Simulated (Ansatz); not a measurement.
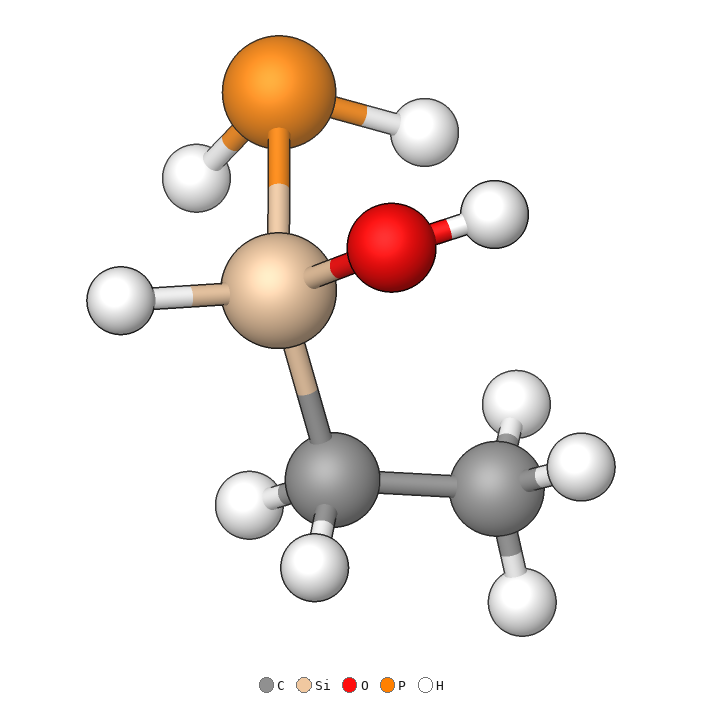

The picture shows a molecular structure as a ball-and-stick model.

The geometry was computed by an optimisation with PBE0-D4/def2-TZVP. No frequency run is at hand to confirm it as a minimum.

Description:

Formula C2H9OPSi. SMILES: `CC[Si@@H](O)P`. It has no ring. Among its groups: Si–H bond, Si–O bond. The point group is C1. Coordination: 2 C tetrahedral; 1 Si tetrahedral; 1 O bent; 1 P trigonal pyramidal.

More results for the same structure follow; atom numbers are the same in all pictures, views and colours differ.

### Geometry

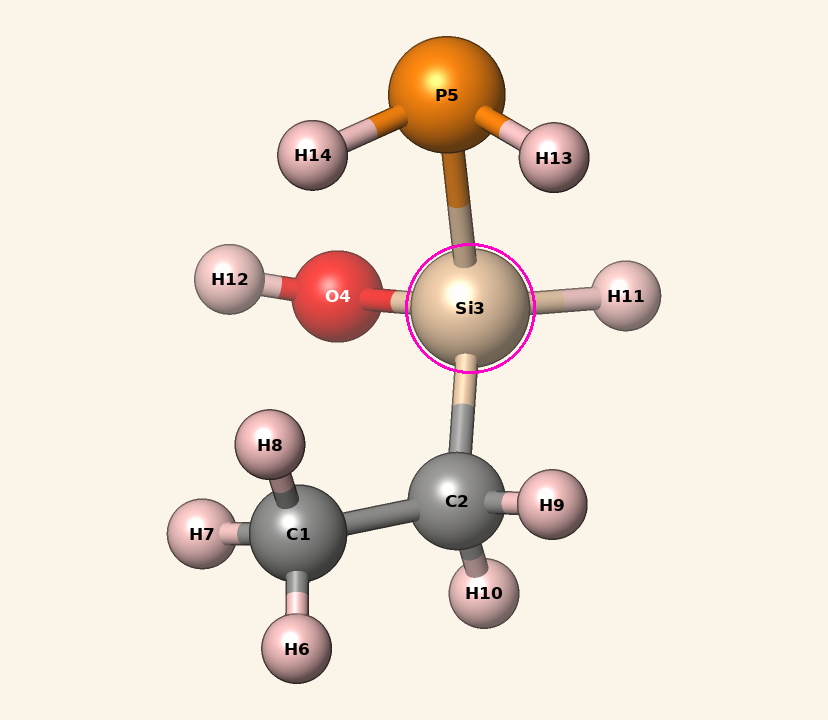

Atoms fade into the background with distance from the viewer. Circles mark the stereogenic atoms. No frequency run is at hand to confirm it as a minimum.

> Assign CIP descriptors.

Si3: S (priorities P5 > O4 > C2 > H11).

### Levels of theory compared

No frequency run is at hand to confirm it as a minimum. Program: Ansatz 0.2.0.

At this fixed geometry, give HOMO–LUMO gap (eV), HOMO energy (eV) at these levels: B3LYP-D4/def2-TZVPP; PBE-D4/def2-TZVPP; PBE0-D4/def2-TZVPP; r2SCAN-D4/def2-TZVPP; ωB97M-V/def2-TZVPP; ωB97X-V/def2-TZVPP.

| level | HOMO–LUMO gap (eV) | HOMO energy (eV) |
| --- | --- | --- |
| B3LYP-D4/def2-TZVPP | 6.81 | −7.03 |
| PBE-D4/def2-TZVPP | 5.27 | −6.11 |
| PBE0-D4/def2-TZVPP | 7.28 | −7.24 |
| r2SCAN-D4/def2-TZVPP | 5.88 | −6.35 |
| ωB97M-V/def2-TZVPP | 11.02 | −9.33 |
| ωB97X-V/def2-TZVPP | 11.54 | −9.51 |

### Dipole moment

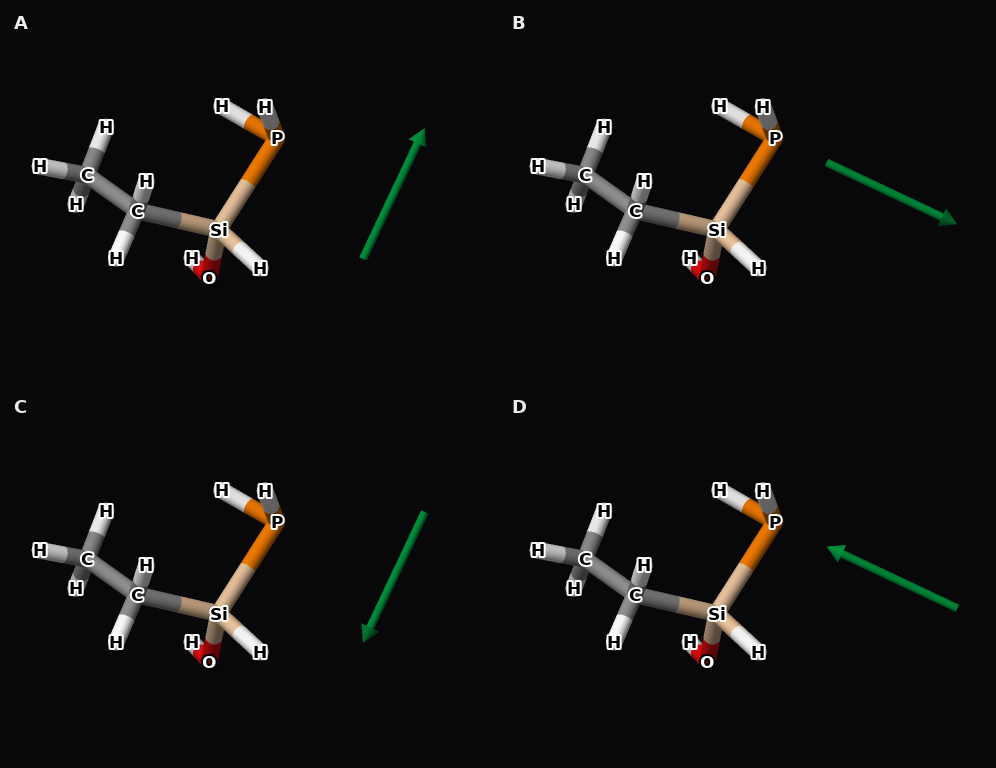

The same molecule four times, each with an arrow. No frequency run is at hand to confirm it as a minimum. Method: RKS B3LYP-D4/def2-TZVPP (Ansatz 0.2.0).

> Which arrow points along the dipole moment, from the negative to the positive end?

D. The dipole moment is 2.01 D.

### Charges

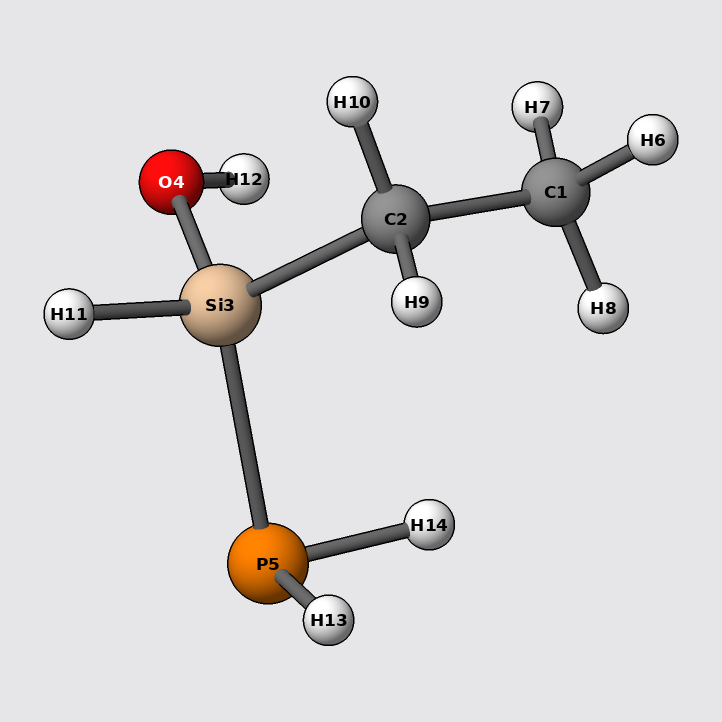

The questions are on Mulliken charges. No frequency run is at hand to confirm it as a minimum. Level of theory: RKS B3LYP-D4/def2-TZVPP (Ansatz 0.2.0).

> Which atom carries the highest charge (most positive or least negative)?

Si3 (0.51 e).

> And the lowest?

O4 (−0.40 e).

List the Mulliken charges.

```json
{"atom": "C1", "value (e)": "−0.27"}
{"atom": "C2", "value (e)": "−0.21"}
{"atom": "Si3", "value (e)": "0.51"}
{"atom": "O4", "value (e)": "−0.40"}
{"atom": "P5", "value (e)": "−0.17"}
{"atom": "H6", "value (e)": "0.09"}
{"atom": "H7", "value (e)": "0.08"}
{"atom": "H8", "value (e)": "0.08"}
{"atom": "H9", "value (e)": "0.07"}
{"atom": "H10", "value (e)": "0.08"}
{"atom": "H11", "value (e)": "−0.09"}
{"atom": "H12", "value (e)": "0.18"}
{"atom": "H13", "value (e)": "0.02"}
{"atom": "H14", "value (e)": "0.02"}
```

Mulliken values depend strongly on the basis set and can even reverse the polarity of a bond.
